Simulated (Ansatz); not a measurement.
Geometry relaxation of Zn3H6O6 (charge +1) (part 1 of 2)

System: Zn3H6O6, charge +1, multiplicity 2.
Method: UKS r2SCAN-D4/def2-SVP (Ansatz 0.2.0).

The geometry: r2SCAN-D4/def2-SVP start. Figures and captions count atoms from 1; the log counts them from 0 in places.

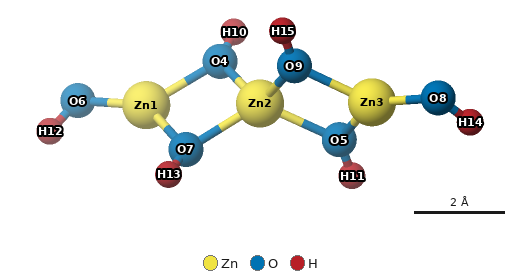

**Figure 1.** The structure as given in the input (ball-and-stick view, seen at a tilt; atoms are numbered from 1 in the order of the input). Sticks mark near contacts. Bond lengths as drawn: H–O 0.96 to 0.97 Å and O–Zn 1.79 to 1.95 Å.

## Summary

```csv
quantity,value
outcome,converged
total energy,−157600.2480 eV
mean-field energy,−157600.1549 eV
dispersion energy,−0.0931 eV
⟨S²⟩,0.754
HOMO (either spin),−10.22 eV
LUMO (either spin),−10.15 eV
largest force (length of the vector) at the end,0.019 eV/Å
hardware,"2 CPU threads, shared host"
wall time,31 s (CPU time 46 s)
peak memory,0.92 GiB
```

## The input
```yaml
crystal:
  periodic: [false, false, false]
  atoms:
    - {symbol: Zn, position_ang: [-0.309058, 1.874820, -2.216781]}
    - {symbol: Zn, position_ang: [0.064921, 0.012925, 0.000586]}
    - {symbol: Zn, position_ang: [0.386039, -1.809456, 2.256699]}
    - {symbol: O, position_ang: [1.123345, 0.976865, -1.311056]}
    - {symbol: O, position_ang: [0.130932, -1.903648, 0.351120]}
    - {symbol: O, position_ang: [-0.402511, 3.045280, -3.572468]}
    - {symbol: O, position_ang: [-1.388177, 0.882327, -0.968441]}
    - {symbol: O, position_ang: [0.587078, -2.820438, 3.724357]}
    - {symbol: O, position_ang: [0.340442, 0.080798, 1.924408]}
    - {symbol: H, position_ang: [2.054734, 0.936116, -1.543302]}
    - {symbol: H, position_ang: [-0.211761, -2.631054, -0.175830]}
    - {symbol: H, position_ang: [-1.314238, 3.274587, -3.790745]}
    - {symbol: H, position_ang: [-2.292538, 1.052981, -0.690547]}
    - {symbol: H, position_ang: [0.582631, -3.763205, 3.517836]}
    - {symbol: H, position_ang: [0.648161, 0.791102, 2.494174]}
basis:
  gaussian: {orbitals: def2-SVP}
total_charge: 1
magnetization: {spin_polarized: true, initial_magnetization: 1}
hamiltonian: {xc: r2scan, dispersion: d4}
scf: {lower_state_search: "off"}
output: {orbitals: {seedname: orbitals}}
relax: {f_tol: 0.03, max_steps: 70}
```

Command:
```bash
ansatz run in.yaml --threads 2 --pin off --events-out ev --progress --plain --max-ram 32768MiB --backend cuda --devices 0, --max-vram 18GiB
```

## Output
```
Functional definition: r2SCAN
  name "r2SCAN"
  cite "Furness, Kaplan, Ning, Perdew & Sun, J. Phys. Chem. Lett. 11, 8208 (2020) doi:10.1021/acs.jpclett.0c02405"
  cite "Furness, Kaplan, Ning, Perdew & Sun, J. Phys. Chem. Lett. 11, 9248 (2020) doi:10.1021/acs.jpclett.0c03077"
  parent r2scan
  parameter k0 = 0.174
  parameter k1 = 0.065
  parameter a1 = 4.9479
  exchange = r2scan_x(k0 = k0, k1 = k1, a1 = a1)
  correlation = r2scan_c
these checks for a lower state are left out or cut short: stability, starts, cluster_reference, orbital_swaps, neighbouring_geometries, increment
2280 factors; their error is unknown
mean field evaluation 1: about -157536.6135 eV, gradient 1.3e2 eV
mean field evaluation 2: about -157131.5364 eV, gradient 2.6e2 eV
mean field evaluation 4: about -157590.3572 eV, gradient 4.5e1 eV
mean field evaluation 8: about -157596.4497 eV, gradient 2.1e1 eV
mean field evaluation 16: about -157600.0383 eV, gradient 4.3e-1 eV
mean field -157599.94497440 eV, -5791.6911527296 hartree, gradient 2.7e-6 eV, S^2 0.754161; 0 other end points of the search recorded, 0 dependent functions left out
the calculation of the forces begins
reference -157599.94501051 eV, -5791.6911540569 hartree; 72, 71 occupied and 135, 136 virtual orbitals, 2280 factors
relax step   1: F+E_penalty+E_count = -157600.03822377 eV  Δ(F+E_penalty+E_count) = +0.000e0 eV  max|allowed force component| = 8.920e-1 eV/Å  Δτ_max = 0.0000 Å  (51 SCF iters, accepted)
these checks for a lower state are left out or cut short: stability, starts, cluster_reference, orbital_swaps, neighbouring_geometries, increment
2280 factors; their error is unknown
mean field -157600.00766102 eV, -5791.6934564204 hartree, gradient 6.7e-6 eV, S^2 0.754275; 0 other end points of the search recorded, 0 dependent functions left out
[... from here on the field's lines of each further geometry are left out, up to the last ...]
relax step   2: F+E_penalty+E_count = -157600.10079757 eV  Δ(F+E_penalty+E_count) = -6.257e-2 eV  max|allowed force component| = 1.254e0 eV/Å  Δτ_max = 0.1393 Å  (33 SCF iters, accepted)
relax step   3: F+E_penalty+E_count = -157600.08017382 eV  Δ(F+E_penalty+E_count) = +2.062e-2 eV  max|allowed force component| = 2.131e0 eV/Å  Δτ_max = 0.1915 Å  (34 SCF iters, rejected (line search))
relax step   4: F+E_penalty+E_count = -157600.14928856 eV  Δ(F+E_penalty+E_count) = -4.849e-2 eV  max|allowed force component| = 6.650e-1 eV/Å  Δτ_max = 0.0957 Å  (33 SCF iters, accepted)
relax step   5: F+E_penalty+E_count = -157600.18657117 eV  Δ(F+E_penalty+E_count) = -3.728e-2 eV  max|allowed force component| = 2.786e-1 eV/Å  Δτ_max = 0.1000 Å  (32 SCF iters, accepted)
relax step   6: F+E_penalty+E_count = -157600.21774446 eV  Δ(F+E_penalty+E_count) = -3.117e-2 eV  max|allowed force component| = 2.825e-1 eV/Å  Δτ_max = 0.1500 Å  (32 SCF iters, accepted)
relax step   7: F+E_penalty+E_count = -157600.22376727 eV  Δ(F+E_penalty+E_count) = -6.023e-3 eV  max|allowed force component| = 1.850e-1 eV/Å  Δτ_max = 0.2000 Å  (37 SCF iters, accepted)
relax step   8: F+E_penalty+E_count = -157600.24013692 eV  Δ(F+E_penalty+E_count) = -1.637e-2 eV  max|allowed force component| = 4.825e-2 eV/Å  Δτ_max = 0.1654 Å  (36 SCF iters, accepted)
relax step   9: F+E_penalty+E_count = -157600.23934970 eV  Δ(F+E_penalty+E_count) = +7.872e-4 eV  max|allowed force component| = 7.854e-2 eV/Å  Δτ_max = 0.1289 Å  (31 SCF iters, rejected (line search))
relax step  10: F+E_penalty+E_count = -157600.24644416 eV  Δ(F+E_penalty+E_count) = -6.307e-3 eV  max|allowed force component| = 1.051e-1 eV/Å  Δτ_max = 0.0630 Å  (30 SCF iters, accepted)
relax step  11: F+E_penalty+E_count = -157600.24731963 eV  Δ(F+E_penalty+E_count) = -8.755e-4 eV  max|allowed force component| = 1.381e-2 eV/Å  Δτ_max = 0.0351 Å  (28 SCF iters, accepted)
relax step  12: F+E_penalty+E_count = -157600.24722376 eV  Δ(F+E_penalty+E_count) = +9.587e-5 eV  max|allowed force component| = 9.929e-2 eV/Å  Δτ_max = 0.0459 Å  (27 SCF iters, rejected (line search))
relax step  13: F+E_penalty+E_count = -157600.24756876 eV  Δ(F+E_penalty+E_count) = -2.491e-4 eV  max|allowed force component| = 5.046e-2 eV/Å  Δτ_max = 0.0227 Å  (27 SCF iters, accepted)
the calculation of the forces begins
reference -157600.15488993 eV, -5791.6988669830 hartree; 72, 71 occupied and 135, 136 virtual orbitals, 2280 factors
relax step  14: F+E_penalty+E_count = -157600.24790140 eV  Δ(F+E_penalty+E_count) = -3.326e-4 eV  max|allowed force component| = 3.347e-2 eV/Å  Δτ_max = 0.0538 Å  (27 SCF iters, accepted)
these checks for a lower state are left out or cut short: stability, starts, cluster_reference, orbital_swaps, neighbouring_geometries, increment
2280 factors; their error is unknown
mean field -157600.15488147 eV, -5791.6988666723 hartree, gradient 4.1e-6 eV, S^2 0.753857; 0 other end points of the search recorded, 0 dependent functions left out
the calculation of the forces begins
reference -157600.15491713 eV, -5791.6988679828 hartree; 72, 71 occupied and 135, 136 virtual orbitals, 2280 factors
relax step  15: F+E_penalty+E_count = -157600.24794049 eV  Δ(F+E_penalty+E_count) = -3.908e-5 eV  max|allowed force component| = 1.823e-2 eV/Å  Δτ_max = 0.0086 Å  (21 SCF iters, accepted)
```

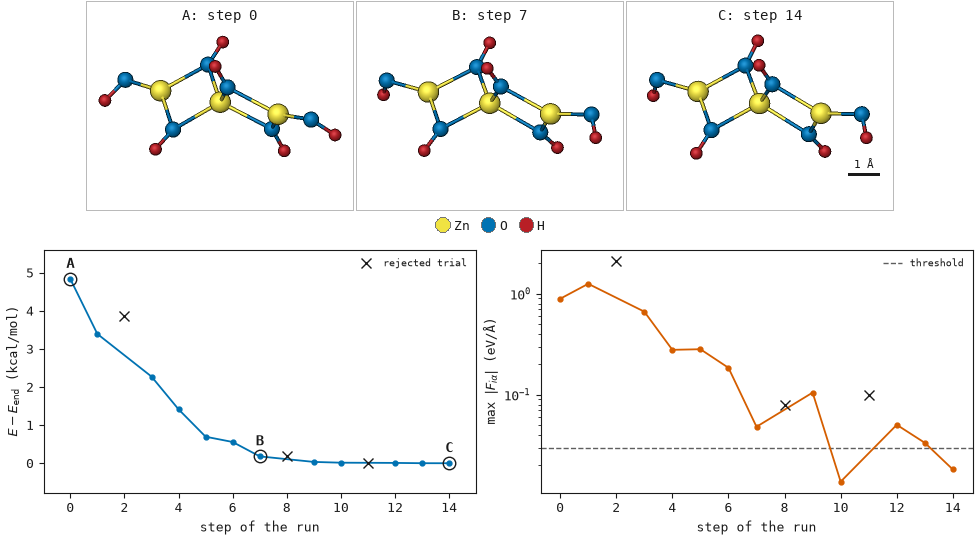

**Figure 2.** Frames of the relaxation (ball-and-stick view, seen at a tilt) above the curves, on which the letters mark them (the first geometry is step 0 here and step 1 in the log).

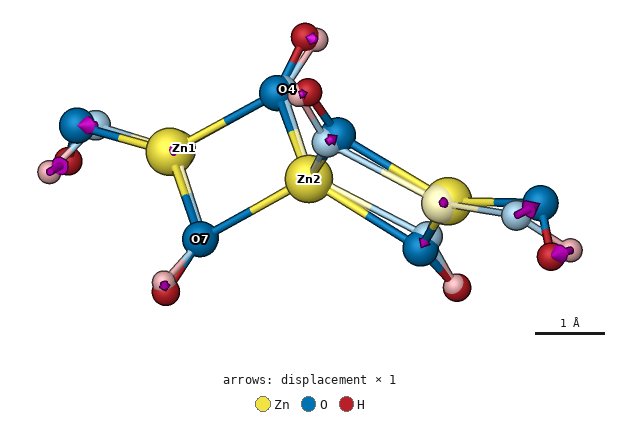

**Figure 3.** Start (faint) and end (solid) with the displacements as pink arrows, at true length (ball-and-stick view, seen at a tilt). The two geometries are laid on each other by the best rigid fit. The largest moves after the best rigid fit, 0.57 Å, are those of H12 and H14. By element the largest moves are H 0.57 Å, O 0.49 Å, Zn 0.14 Å. Among the contacts that change: Zn1–O7 1.926 → 1.895 Å, Zn1–O4 1.918 → 1.893 Å, Zn1–O6 1.793 → 1.818 Å, Zn2–O4 1.942 → 1.949 Å. Among the angles that change: Zn3–O8–H14 112.0° → 120.9°, O4–Zn2–O5 126.2° → 131.3°, O4–Zn2–O9 125.0° → 120.7°. Over 14 geometry steps the energy falls by 4.84 kcal/mol. Largest force component: 0.89 eV/Å at the start, 0.018 eV/Å at the end. The line search rejected the trial steps at points 2, 8, 11 (counted from 0) and went back. (Atoms are counted from 1 in the order of the input.)

```
Total energy: -157600.24797615 eV, -5791.7022878385 hartree
Atom 0 at    -0.384614     1.935669    -2.138589 Å, force     0.001196    -0.006408    -0.005031 eV/Å
Atom 1 at     0.014274     0.011069     0.006652 Å, force    -0.001220    -0.004659    -0.002330 eV/Å
Atom 2 at     0.472001    -1.875952     2.173664 Å, force     0.000593    -0.000736    -0.001625 eV/Å
Atom 3 at     1.047794     1.035857    -1.289307 Å, force     0.004600     0.002253     0.002762 eV/Å
Atom 4 at    -0.072436    -1.906174     0.358824 Å, force    -0.002256    -0.017195    -0.004973 eV/Å
Atom 5 at    -0.580613     3.279346    -3.347426 Å, force     0.004542     0.003322     0.014108 eV/Å
Atom 6 at    -1.435187     0.914692    -0.936582 Å, force    -0.017724     0.006661     0.000691 eV/Å
Atom 7 at     0.958001    -3.035772     3.486553 Å, force    -0.006778    -0.002755     0.003940 eV/Å
Atom 8 at     0.514910    -0.005216     1.890205 Å, force     0.000248     0.002149    -0.000770 eV/Å
Atom 9 at     1.994952     1.102456    -1.457085 Å, force    -0.004911     0.002483     0.000384 eV/Å
Atom 10 at    -0.207860    -2.662444    -0.224238 Å, force     0.002266     0.015884     0.007596 eV/Å
Atom 11 at    -0.972397     3.113049    -4.219945 Å, force    -0.004925    -0.001849    -0.012770 eV/Å
Atom 12 at    -2.384590     0.954292    -0.771293 Å, force     0.018228    -0.001120     0.000697 eV/Å
Atom 13 at     0.292399    -3.560188     3.961121 Å, force     0.005960     0.002635    -0.002477 eV/Å
Atom 14 at     0.743366     0.699316     2.507457 Å, force     0.000181    -0.000665    -0.000202 eV/Å
Dipole moment:    -0.382176    -0.249318    -0.141916 e Å
Checks for a lower state left out: stability, starts, cluster_reference, orbital_swaps, neighbouring_geometries, increment
```

## Trajectory as extended XYZ (Å, eV, eV/Å), 15 frames, from step=1 to step=15
```
15
Properties=species:S:1:pos:R:3:forces:R:3 step=1 energy=-157600.03822
Zn   -0.3091    1.8748   -2.2168    0.2080  -0.8373   0.8698
Zn    0.0649    0.0129    0.0006   -0.0048  -0.0091   0.0116
Zn    0.3860   -1.8095    2.2567   -0.1356   0.7922  -0.8920
O     1.1233    0.9769   -1.3111   -0.3607   0.0928  -0.1346
O     0.1309   -1.9036    0.3511    0.0789   0.1069   0.3937
O    -0.4025    3.0453   -3.5725    0.1121   0.3644  -0.2094
O    -1.3882    0.8823   -0.9684    0.3218   0.2506  -0.1983
O     0.5871   -2.8204    3.7244    0.1096  -0.1106   0.3957
O     0.3404    0.0808    1.9244   -0.0498  -0.3703  -0.0415
H     2.0547    0.9361   -1.5433    0.1942   0.0031  -0.0318
H    -0.2118   -2.6311   -0.1758   -0.0436  -0.1309  -0.1082
H    -1.3142    3.2746   -3.7907   -0.3061   0.1799  -0.3586
H    -2.2925    1.0530   -0.6905   -0.1641  -0.0144   0.0262
H     0.5826   -3.7632    3.5178   -0.0119  -0.4617   0.1727
H     0.6482    0.7911    2.4942    0.0520   0.1444   0.1047
15
Properties=species:S:1:pos:R:3:forces:R:3 step=2 energy=-157600.10080
Zn   -0.3098    1.8864   -2.1993    0.1675  -0.4518   0.4734
Zn    0.0643    0.0154    0.0040    0.0164  -0.0223   0.0224
Zn    0.3928   -1.8086    2.2491   -0.0665   0.4435  -0.4716
O     1.1183    0.9794   -1.3129   -0.1520   0.0752  -0.1210
O     0.1243   -1.9020    0.3555   -0.0257   0.0034   0.1925
O    -0.4092    3.1247   -3.5190   -1.2544   0.2727  -0.5236
O    -1.3843    0.9003   -0.9591    0.1165   0.1829  -0.1168
O     0.6342   -2.8389    3.7193    0.0319  -0.4819   0.0674
O     0.3489    0.0756    1.9272    0.0265  -0.1720   0.0251
H     2.0545    0.9504   -1.5399    0.0306   0.0018  -0.0007
H    -0.2120   -2.6330   -0.1755    0.0214  -0.0224  -0.0295
H    -1.3237    3.2038   -3.9103    1.1168  -0.0231   0.2607
H    -2.2963    1.0577   -0.6896   -0.0357  -0.0197  -0.0074
H     0.5313   -3.7961    3.5529    0.0179   0.1790   0.2079
H     0.6665    0.7849    2.4976   -0.0113   0.0349   0.0212
15
Properties=species:S:1:pos:R:3:forces:R:3 step=3 energy=-157600.08017 accepted=F
Zn   -0.3226    1.9069   -2.1683    0.1115  -0.0191   0.0631
Zn    0.0609    0.0200    0.0093    0.0205  -0.0354   0.0358
Zn    0.4066   -1.8117    2.2357    0.0104   0.0742  -0.0172
O     1.1041    0.9906   -1.3142   -0.0008   0.0344  -0.0722
O     0.1115   -1.8993    0.3578   -0.0928  -0.0506   0.0101
O    -0.4450    3.2135   -3.4498   -2.1306  -0.3863  -1.3592
O    -1.3878    0.9233   -0.9409   -0.0313   0.0779  -0.0208
O     0.6956   -2.8665    3.7067   -0.1440  -0.6293  -0.2005
O     0.3643    0.0656    1.9308    0.0719  -0.0118   0.0400
H     2.0404    0.9674   -1.5462   -0.0325   0.0029   0.0120
H    -0.2080   -2.6340   -0.1804    0.0557   0.0313   0.0118
H    -1.2704    3.1031   -4.0642    2.0483   0.3373   1.3653
H    -2.3045    1.0682   -0.6766    0.0210  -0.0094  -0.0232
H     0.4740   -3.8202    3.5944    0.1369   0.5977   0.1693
H     0.6809    0.7731    2.5058   -0.0443  -0.0140  -0.0144
```
